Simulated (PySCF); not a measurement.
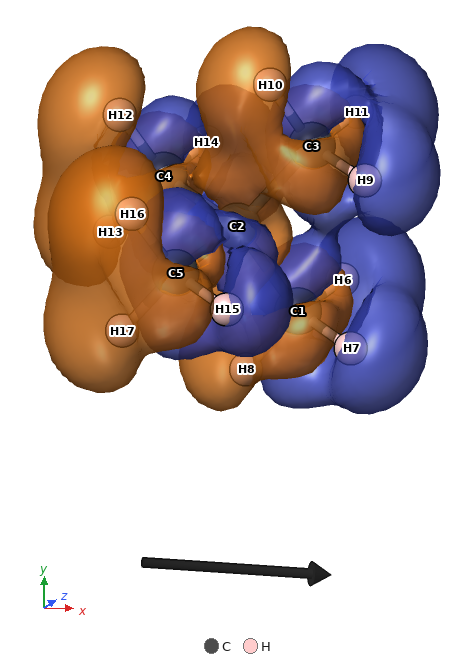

C₅H₁₂, SMILES `CC(C)(C)C`. Change of the electron density in a uniform field of 0.21 V/Å along +x (arrow), surfaces at ±0.001 e/Å³ (orange: gain, blue: loss).

PySCF calculation, PBE/def2-TZVP, gas phase; geometry: GFN2-xTB. No frequency check shows the geometry to be a minimum. A basis without diffuse functions makes polarisabilities too small.

The calculation's input:

```python
import numpy as np
from pyscf import gto, scf, dft
from pyscf.scf import atom_ks, atom_hf
from scipy.linalg import block_diag

def solve(mol, dm0=None, hcore=None):
    mf = (dft.UKS if mol.spin else dft.RKS)(mol, xc='pbe')
    mf.grids.level = 3
    mf = mf.density_fit(auxbasis='def2-universal-jkfit')
    mf.conv_tol, mf.max_cycle = 1e-8, 80
    if hcore is not None:
        mf.get_hcore = lambda *args: hcore
    mf.kernel(dm0)
    if not mf.converged:
        mf = mf.newton().run(mf.mo_coeff, mf.mo_occ, max_cycle=30)
    assert mf.converged, 'SCF not converged'
    return mf

mol = gto.M(atom='''
C      1.03961    -0.94162    -0.61138
C      0.00032     0.00014     0.00043
C      0.67998     0.91978     1.01630
C     -0.63639     0.84421    -1.10608
C     -1.08323    -0.82222     0.70100
H      1.81973    -0.37470    -1.11534
H      1.50350    -1.55233     0.15928
H      0.57438    -1.60508    -1.33765
H      1.13931     0.33705     1.81218
H     -0.04427     1.59839     1.46243
H      1.45588     1.51291     0.53600
H     -1.37998     1.52127    -0.69047
H     -1.12692     0.20839    -1.83902
H      0.11923     1.43703    -1.61752
H     -0.64978    -1.43020     1.49249
H     -1.83375    -0.17059     1.14165
H     -1.57908    -1.48377    -0.00569
''', basis='def2-tzvp', charge=0, spin=0, verbose=4)
field = np.array([0.004, 0.0, 0.0])  # atomic units
mol.set_common_orig(mol.atom_charges() @ mol.atom_coords() / mol.atom_charges().sum())
mf = solve(mol)
out = dict(dm0=mf.make_rdm1(), d0=mf.dip_moment(unit='AU'), e0=mf.e_tot)
for name, sign in (('p', 1), ('m', -1)):
    h = mf.get_hcore() + sign * np.einsum('x,xij->ij', field, mol.intor('int1e_r'))
    mi = solve(mol, mf.make_rdm1(), h)
    out.update({'dm' + name: mi.make_rdm1(), 'd' + name: mi.dip_moment(unit='AU'), 'e' + name: mi.e_tot})
# spherically averaged free atoms, for the promolecule
atm = atom_ks.get_atm_nrks(mol, xc='pbe')
pro = block_diag(*[(atm[a[0]][2] * atm[a[0]][3]) @ atm[a[0]][2].T for a in mol._atom])
np.savez('result.npz', pro=pro, **out)
```

Command:

```sh
OMP_NUM_THREADS=1 python input.py
```

The run took 71 s on 1 thread of AMD EPYC 7R43 64-Core Processor (Zen 3), with other jobs on the host, peak memory 0.76 GiB.

Partitions, critical points and surface values were worked out afterwards from this run's density.

What dipole is induced, and what polarisability does it imply?

Answer. The induced dipole is 0.66 D (along the field); α along this axis, from the fields in both directions, is 65 bohr³ (9.6 Å³).

Which atoms gain and lose the most charge?

Answer. Electrons gather most on H16 (Hirshfeld charge changes by −0.007 e) and leave H6 and H11 alike most (+0.007 e); 0.065 electrons are displaced in all.
